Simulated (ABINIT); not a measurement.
**SnH2 (Fm-3m): zone-centre phonons**

Aim: the zone-centre modes of SnH2 (Fm-3m).

Program: ABINIT 10.8.3. Level of theory: DFT PBE, scalar-relativistic, plane waves, PseudoDojo norm-conserving pseudopotentials. Results are calculated unless marked as measured.

The structure was built from a prototype and need not be the compound's stable phase.

## Step 1: The structure

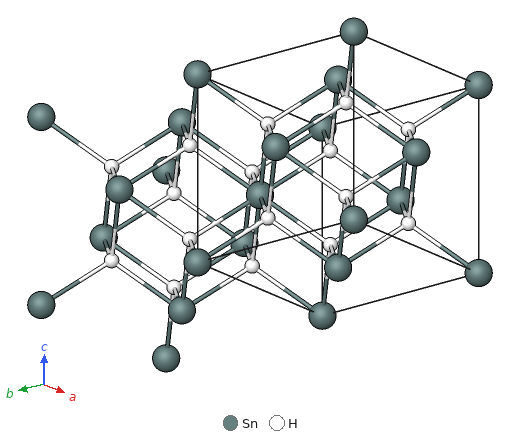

The starting structure, seen from a free direction (tin teal, hydrogen white). 1×2×1 cells are drawn. This picture shows the conventional cell, with its axes. Some periodic images of atoms are drawn too.

## Step 2: A first look

A first run with smearing and empty bands tells whether the crystal has a gap, which decides between fixed occupations and smearing later on.

probe.abi

```
# ground state
tolvrs 1.0d-08
prtden 1
prtwf 1

# basis, mesh and filling
ecut 32.0
ngkpt 6 6 6
nshiftk 1
shiftk 0.0 0.0 0.0
istwfk *1
occopt 7
tsmear 0.005
nband 14
nstep 100
diemac 9.0
prtebands 0
prtgsr 0
useylm 1

# cell and atoms
acell 3*1.0 Angstrom
rprim 
    -2.71390422 0.0 2.71390422
    0.0 2.71390422 2.71390422
    -2.71390422 2.71390422 0.0
ntypat 2
znucl 50 1
natom 3
typat 1 2 2
xred 
    0.0 0.0 0.0
    0.75 0.75 0.75
    0.25 0.25 0.25
pp_dirpath "./pseudo"
pseudos "Sn.upf, H.upf"
```

Command:

```bash
OMP_NUM_THREADS=1 mpirun -n 4 abinit probe.abi > probe.log
```

Numbers of over 12 decimals in the logs are rounded to 6 here.

probe.abo, the main output file:

```text
[banners, grids, parts of the stress and lines that vanish by symmetry left out]
- input  file    -> probe.abi
- output file    -> probe.abo
- root for input  files -> probei
[...]
Symmetries : space group Fm -3 m (#225); Bravais cF (face-center cubic)
[...]
mpw =        2357          nfft =       64000          nkpt =          16
[...]
== DATASET  1 ==================================================================
[...]
cutoff_energies: {ecut:  32.0, pawecutdg:  -1.0, }
[...]
ETOT  1  -79.846290956862    -7.985E+01 3.872E-01 5.572E+01
 ETOT  2  -79.916305681549    -7.001E-02 3.137E-02 2.481E+00
 ETOT  3  -79.916936975223    -6.313E-04 2.313E-03 2.835E-02
 ETOT  4  -79.916938786392    -1.811E-06 9.008E-04 6.618E-03
 ETOT  5  -79.916939113697    -3.273E-07 2.638E-04 4.507E-04
 ETOT  6  -79.916939189338    -7.564E-08 8.279E-05 4.928E-05
 ETOT  7  -79.916939199256    -9.918E-09 3.789E-05 3.675E-08
 ETOT  8  -79.916939199263    -6.281E-12 3.844E-05 1.544E-09
 At SCF step    8       vres2   =  1.54E-09 < tolvrs=  1.00E-08 =>converged.
[...]
sigma(1 1)=  9.48086618E-05  sigma(3 2)=  0.00000000E+00
  sigma(2 2)=  9.48086618E-05  sigma(3 1)=  0.00000000E+00
  sigma(3 3)=  9.48086618E-05  sigma(2 1)=  0.00000000E+00
[...]
convergence: {deltae: -6.281E-12, res2:  1.544E-09, residm:  3.844E-05, diffor: null, }
etotal    :  -7.99169392E+01
[...]
sigma(1 1)=  9.48086618E-05  sigma(3 2)=  0.00000000E+00
  sigma(2 2)=  9.48086618E-05  sigma(3 1)=  0.00000000E+00
  sigma(3 3)=  9.48086618E-05  sigma(2 1)=  0.00000000E+00
[...]
- sigma(1 1)=  2.78936713E+00  sigma(3 2)=  0.00000000E+00
- sigma(2 2)=  2.78936713E+00  sigma(3 1)=  0.00000000E+00
- sigma(3 3)=  2.78936713E+00  sigma(2 1)=  0.00000000E+00
[...]
fcart     -0.0000000000E+00 -0.0000000000E+00 -0.0000000000E+00
           strten      9.4808661777E-05  9.4808661777E-05  9.4808661777E-05
================================================================================

[key lines of the parts left out:]
pressure_GPa:  -2.7894E+00
```

It took 4.9 s on 4 MPI ranks of Arm Neoverse V2, shared host.

This step gave:

- volume per atom: 13.33 Å³
- pressure: -2.789 GPa
- gap on the k-mesh: 0 eV

No gap opens on this mesh, so smearing is kept; the printed pressure holds the stress of the finite basis too.

## Step 3: Rough relaxation

The typed start is rough, so a first relaxation with smearing and loose thresholds takes it towards rest cheaply.

prerelax.abi

```
# relaxation
ionmov 2
optcell 2
dilatmx 1.15
chkdilatmx 0
ntime 40
tolmxf 3.0d-04
tolvrs 1.0d-10
prtwf 0
prtden 0
chksymtnons 0

# basis, mesh and filling
ecut 32.0
ecutsm 3.0
ngkpt 6 6 6
nshiftk 1
shiftk 0.0 0.0 0.0
istwfk *1
occopt 7
tsmear 0.005
nband 14
nstep 100
diemac 1000000.0
prtebands 0
prtgsr 0
useylm 1

# cell and atoms
acell 3*1.0 Angstrom
rprim 
    -2.71390422 0.0 2.71390422
    0.0 2.71390422 2.71390422
    -2.71390422 2.71390422 0.0
ntypat 2
znucl 50 1
natom 3
typat 1 2 2
xred 
    0.0 0.0 0.0
    0.75 0.75 0.75
    0.25 0.25 0.25
pp_dirpath "./pseudo"
pseudos "Sn.upf, H.upf"
```

Command:

```bash
OMP_NUM_THREADS=1 mpirun -n 4 abinit prerelax.abi > prerelax.log
```

prerelax.abo, the main output file:

```text
[banners, grids, parts of the stress and lines that vanish by symmetry left out]
- input  file    -> prerelax.abi
- output file    -> prerelax.abo
- root for input  files -> prerelaxi
[...]
Symmetries : space group Fm -3 m (#225); Bravais cF (face-center cubic)
[...]
mpw =        3582          nfft =       91125          nkpt =          16
[...]
== DATASET  1 ==================================================================
[...]
cutoff_energies: {ecut:  32.0, pawecutdg:  -1.0, }
[...]
ETOT  1  -79.863304768688    -7.986E+01 1.907E-01 7.983E+01
 ETOT  2  -79.915427492703    -5.212E-02 1.248E-02 2.220E+00
 ETOT  3  -79.915862014414    -4.345E-04 8.416E-04 3.462E-02
 ETOT  4  -79.915864886093    -2.872E-06 1.066E-03 9.256E-03
 ETOT  5  -79.915865338902    -4.528E-07 2.276E-04 4.647E-04
[...]
At SCF step    9       vres2   =  3.34E-12 < tolvrs=  1.00E-10 =>converged.
[...]
ETOT  8  -79.916168120532     1.080E-12 1.891E-08 5.053E-12
 At SCF step    8       vres2   =  5.05E-12 < tolvrs=  1.00E-10 =>converged.
[...]
sigma(1 1)=  1.86509996E-07  sigma(3 2)=  0.00000000E+00
  sigma(2 2)=  1.86509996E-07  sigma(3 1)=  0.00000000E+00
  sigma(3 3)=  1.86509996E-07  sigma(2 1)=  0.00000000E+00
[...]
convergence: {deltae:  1.080E-12, res2:  5.053E-12, residm:  1.891E-08, diffor: null, }
etotal    :  -7.99161681E+01
[...]
At Broyd/MD step   4, gradients are converged :
[...]
sigma(1 1)=  1.86509996E-07  sigma(3 2)=  0.00000000E+00
  sigma(2 2)=  1.86509996E-07  sigma(3 1)=  0.00000000E+00
  sigma(3 3)=  1.86509996E-07  sigma(2 1)=  0.00000000E+00
[...]
- sigma(1 1)=  5.48731353E-03  sigma(3 2)=  0.00000000E+00
- sigma(2 2)=  5.48731353E-03  sigma(3 1)=  0.00000000E+00
- sigma(3 3)=  5.48731353E-03  sigma(2 1)=  0.00000000E+00
[...]
fcart     -0.0000000000E+00 -0.0000000000E+00 -0.0000000000E+00
           strten      1.8650999587E-07  1.8650999588E-07  1.8650999587E-07
================================================================================

[key lines of the parts left out:]
pressure_GPa:  -5.4873E-03
Total energy (etotal) [Ha]= -7.99161681205318E+01
```

Wall time 24 s (4 MPI ranks).

Relaxation path:

```csv
step,energy less that of the first step (eV),largest force (eV/Å),volume (Å³)
1,0.0000,0.0000,39.98
2,-0.0023,0.0000,39.76
3,-0.0082,0.0000,38.48
4,-0.0082,0.0000,38.57
```

```csv
"conventional cell, symmetrised",before,after,change
a (Å),5.428,5.363,-1.2 %
b (Å),5.428,5.363,-1.2 %
c (Å),5.428,5.363,-1.2 %
volume (Å³/atom),13.33,12.86,-3.5 %
```

Final coordinates:

```cif
data_structure
_symmetry_space_group_name_H-M 'P 1'
_symmetry_Int_Tables_number 1
_cell_length_a 3.7926
_cell_length_b 3.7926
_cell_length_c 3.7926
_cell_angle_alpha 60.000
_cell_angle_beta 60.000
_cell_angle_gamma 60.000
_cell_volume 38.57
loop_
_atom_site_label
_atom_site_type_symbol
_atom_site_fract_x
_atom_site_fract_y
_atom_site_fract_z
_atom_site_occupancy
Sn1 Sn 0.00000 0.00000 0.00000 1
H2 H 0.75000 0.75000 0.75000 1
H3 H 0.25000 0.25000 0.25000 1
```

Numbers from this step:

```
volume per atom : 12.86 Å³
pressure        : -0.005487 GPa
```

The volume changes by -3.5 % in this run and stands -3.5 % from the first cell.

## Step 4: Relaxation

The harmonic expansion needs vanishing forces, and a free crystal bears no stress, so cell and atoms are brought to rest. Stress is more sensitive to the basis than forces are: the last 3 Ha under the cutoff are smoothed with ecutsm, and the cutoff is raised above that of the later runs.

relax.abi

```
# relaxation
ionmov 2
optcell 2
dilatmx 1.08
ntime 40
tolmxf 1.0d-05
tolvrs 1.0d-14
prtwf 0
prtden 0
chksymtnons 0

# basis, mesh and filling
ecut 40.0
ecutsm 3.0
ngkpt 8 8 8
nshiftk 1
shiftk 0.0 0.0 0.0
istwfk *1
occopt 6
tsmear 0.01
nband 14
nstep 100
diemac 1000000.0
prtebands 0
prtgsr 0
useylm 1

# cell and atoms
acell 3*1.0 Angstrom
rprim 
    -2.681744834 0.0 2.681744834
    0.0 2.681744834 2.681744834
    -2.681744834 2.681744834 0.0
ntypat 2
znucl 50 1
natom 3
typat 1 2 2
xred 
    0.0 0.0 0.0
    0.75 0.75 0.75
    0.25 0.25 0.25
pp_dirpath "./pseudo"
pseudos "Sn.upf, H.upf"
```

Command:

```bash
OMP_NUM_THREADS=1 mpirun -n 4 abinit relax.abi > relax.log
```

relax.abo, the main output file:

```text
[banners, grids, parts of the stress and lines that vanish by symmetry left out]
- input  file    -> relax.abi
- output file    -> relax.abo
- root for input  files -> relaxi
[...]
Symmetries : space group Fm -3 m (#225); Bravais cF (face-center cubic)
[...]
mpw =        3996          nfft =      110592          nkpt =          29
[...]
== DATASET  1 ==================================================================
[...]
cutoff_energies: {ecut:  40.0, pawecutdg:  -1.0, }
[...]
ETOT  1  -79.828714766161    -7.983E+01 2.978E-01 9.137E+01
 ETOT  2  -79.916067050538    -8.735E-02 1.000E-02 2.296E+00
 ETOT  3  -79.916417640773    -3.506E-04 1.945E-03 7.750E-02
 ETOT  4  -79.916424652851    -7.012E-06 6.187E-04 1.800E-02
 ETOT  5  -79.916425295658    -6.428E-07 3.162E-04 7.775E-04
[...]
At SCF step   11       vres2   =  4.23E-16 < tolvrs=  1.00E-14 =>converged.
[...]
sigma(1 1)=  1.11740314E-05  sigma(3 2)=  0.00000000E+00
  sigma(2 2)=  1.11740314E-05  sigma(3 1)=  0.00000000E+00
  sigma(3 3)=  1.11740314E-05  sigma(2 1)=  0.00000000E+00
[...]
convergence: {deltae:  1.549E-12, res2:  4.226E-16, residm:  2.572E-04, diffor: null, }
etotal    :  -7.99164254E+01
[...]
ETOT  1  -79.916419683201    -7.992E+01 1.814E-04 1.502E-01
[...]
At SCF step    9       vres2   =  3.95E-15 < tolvrs=  1.00E-14 =>converged.
[...]
sigma(1 1)=  9.62023023E-06  sigma(3 2)=  0.00000000E+00
  sigma(2 2)=  9.62023023E-06  sigma(3 1)=  0.00000000E+00
  sigma(3 3)=  9.62023023E-06  sigma(2 1)=  0.00000000E+00
[...]
convergence: {deltae:  1.563E-12, res2:  3.948E-15, residm:  1.134E-05, diffor: null, }
etotal    :  -7.99164281E+01
[...]
ETOT  1  -79.916121324582    -7.992E+01 5.366E-01 5.650E+00
[...]
At SCF step   10       vres2   =  1.16E-15 < tolvrs=  1.00E-14 =>converged.
[...]
sigma(1 1)= -3.15576468E-07  sigma(3 2)=  0.00000000E+00
  sigma(2 2)= -3.15576468E-07  sigma(3 1)=  0.00000000E+00
  sigma(3 3)= -3.15576468E-07  sigma(2 1)=  0.00000000E+00
[...]
convergence: {deltae:  4.604E-12, res2:  1.159E-15, residm:  2.611E-05, diffor: null, }
etotal    :  -7.99164356E+01
[...]
ETOT  1  -79.916435336556    -7.992E+01 1.551E-05 5.663E-03
[...]
ETOT  8  -79.916435650682    -1.847E-12 1.120E-05 3.352E-14
 ETOT  9  -79.916435650680     2.458E-12 1.736E-06 1.506E-16
 At SCF step    9       vres2   =  1.51E-16 < tolvrs=  1.00E-14 =>converged.
[...]
sigma(1 1)=  8.52339415E-09  sigma(3 2)=  0.00000000E+00
  sigma(2 2)=  8.52339415E-09  sigma(3 1)=  0.00000000E+00
  sigma(3 3)=  8.52339415E-09  sigma(2 1)=  0.00000000E+00
[...]
convergence: {deltae:  2.458E-12, res2:  1.506E-16, residm:  1.736E-06, diffor: null, }
etotal    :  -7.99164357E+01
[...]
At Broyd/MD step   4, gradients are converged :
[...]
sigma(1 1)=  8.52339415E-09  sigma(3 2)=  0.00000000E+00
  sigma(2 2)=  8.52339415E-09  sigma(3 1)=  0.00000000E+00
  sigma(3 3)=  8.52339415E-09  sigma(2 1)=  0.00000000E+00
[...]
- sigma(1 1)=  2.50766913E-04  sigma(3 2)=  0.00000000E+00
- sigma(2 2)=  2.50766914E-04  sigma(3 1)=  0.00000000E+00
- sigma(3 3)=  2.50766913E-04  sigma(2 1)=  0.00000000E+00
[...]
fcart     -0.0000000000E+00 -0.0000000000E+00 -0.0000000000E+00
           strten      8.5233941467E-09  8.5233941485E-09  8.5233941467E-09
================================================================================

[key lines of the parts left out:]
pressure_GPa:  -2.5077E-04
Total energy (etotal) [Ha]= -7.99164356506796E+01
```

It took 49 s on 4 MPI ranks.

Relaxation path:

```csv
step,energy less that of the first step (eV),largest force (eV/Å),volume (Å³)
1,0.0000,0.0000,38.57
2,-0.0001,0.0000,38.53
3,-0.0003,0.0000,38.30
4,-0.0003,0.0000,38.30
```

```csv
"conventional cell, symmetrised",before,after,change
a (Å),5.363,5.351,-0.2 %
b (Å),5.363,5.351,-0.2 %
c (Å),5.363,5.351,-0.2 %
volume (Å³/atom),12.86,12.77,-0.7 %
```

Final coordinates:

```xyz
3
Lattice="-2.6755 0.0000 2.6755 0.0000 2.6755 2.6755 -2.6755 2.6755 0.0000" Properties=species:S:1:pos:R:3 pbc="T T T"
Sn    0.0000    0.0000    0.0000
H    -4.0132    4.0132    4.0132
H    -1.3377    1.3377    1.3377
```

Read from the output:

```yaml
volume_per_atom: 12.77 Å³
pressure: -2.51e-4 GPa
```

The volume changes by -0.7 % in this run and stands -4.2 % from the first cell.

## Step 5: Ground state

First-order wavefunctions inherit every error of the ground state, hence the very tight tolvrs. Smearing stays on, as the first look found no gap above 0.3 eV.

gs.abi

```
# ground state
tolvrs 1.0d-16
prtden 1
prtwf 1

# basis, mesh and filling
ecut 32.0
ngkpt 8 8 8
nshiftk 1
shiftk 0.0 0.0 0.0
istwfk *1
occopt 6
tsmear 0.01
nband 14
nstep 100
diemac 1000000.0
prtebands 0
prtgsr 0
useylm 1

# cell and atoms
acell 3*1.0 Angstrom
rprim 
    -2.675494373 0.0 2.675494373
    0.0 2.675494373 2.675494373
    -2.675494373 2.675494373 0.0
ntypat 2
znucl 50 1
natom 3
typat 1 2 2
xred 
    0.0 0.0 0.0
    0.75 0.75 0.75
    0.25 0.25 0.25
pp_dirpath "./pseudo"
pseudos "Sn.upf, H.upf"
```

Command:

```bash
OMP_NUM_THREADS=1 mpirun -n 4 abinit gs.abi > gs.log
```

gs.abo, the main output file:

```text
[banners, grids, parts of the stress and lines that vanish by symmetry left out]
- input  file    -> gs.abi
- output file    -> gs.abo
- root for input  files -> gsi
[...]
Symmetries : space group Fm -3 m (#225); Bravais cF (face-center cubic)
[...]
mpw =        2252          nfft =       64000          nkpt =          29
[...]
== DATASET  1 ==================================================================
[...]
cutoff_energies: {ecut:  32.0, pawecutdg:  -1.0, }
[...]
ETOT  1  -79.858427950128    -7.986E+01 1.574E-01 5.305E+01
 ETOT  2  -79.915502108735    -5.707E-02 6.002E-03 1.440E+00
 ETOT  3  -79.915896862905    -3.948E-04 1.214E-03 3.878E-02
 ETOT  4  -79.915903927528    -7.065E-06 1.568E-03 9.019E-03
 ETOT  5  -79.915904456223    -5.287E-07 3.476E-04 5.054E-04
[...]
ETOT 11  -79.915904535038     3.695E-13 1.230E-05 1.588E-16
 ETOT 12  -79.915904535037     9.521E-13 1.634E-05 8.964E-19
 At SCF step   12       vres2   =  8.96E-19 < tolvrs=  1.00E-16 =>converged.
[...]
sigma(1 1)=  3.50880964E-05  sigma(3 2)=  0.00000000E+00
  sigma(2 2)=  3.50880964E-05  sigma(3 1)=  0.00000000E+00
  sigma(3 3)=  3.50880964E-05  sigma(2 1)=  0.00000000E+00
[...]
convergence: {deltae:  9.521E-13, res2:  8.964E-19, residm:  1.634E-05, diffor: null, }
etotal    :  -7.99159045E+01
[...]
sigma(1 1)=  3.50880964E-05  sigma(3 2)=  0.00000000E+00
  sigma(2 2)=  3.50880964E-05  sigma(3 1)=  0.00000000E+00
  sigma(3 3)=  3.50880964E-05  sigma(2 1)=  0.00000000E+00
[...]
- sigma(1 1)=  1.03232744E+00  sigma(3 2)=  0.00000000E+00
- sigma(2 2)=  1.03232744E+00  sigma(3 1)=  0.00000000E+00
- sigma(3 3)=  1.03232744E+00  sigma(2 1)=  0.00000000E+00
[...]
fcart     -0.0000000000E+00 -0.0000000000E+00 -0.0000000000E+00
           strten      3.5088096415E-05  3.5088096415E-05  3.5088096415E-05
================================================================================

[key lines of the parts left out:]
pressure_GPa:  -1.0323E+00
```

Elapsed: 11 s, on 4 MPI ranks.

This step gave:

* pressure: -1.032 GPa

The cell stands at -1.0 GPa: the relaxation ran with a smoothed and higher cutoff, and the difference is a stress of the finite basis.

(Continued in part 2 of 2.)

[Host names and launcher messages were left out of these logs when they were recorded.]

[Logs are printed without paths, hosts, clocks, repeated set-up lines and the standing remarks that a program may print on its own settings, such as how far it seeks lower states.]

[Hosts, paths, dates, database ids (printed as entryN), source tags and the programs' standing remarks are cut or masked in the printed files.]
